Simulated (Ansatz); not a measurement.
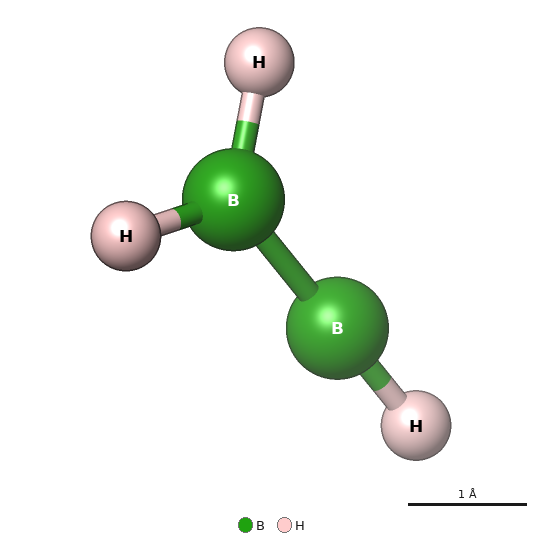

Distant atoms are faded towards the background colour. The species is neutral and a spin doublet. Computed geometry: PBE0-D4/def2-TZVP optimisation. No frequency run is at hand to confirm it as a minimum. Masses are those of the most abundant isotopes; constants are for the rigid equilibrium geometry.

### Classify the rotor and give the rotational constants (MHz).

An asymmetric top (C2v): A = 235920, B = 23835, C = 21648 MHz. Ray's parameter κ is −0.98, close to the prolate limit.
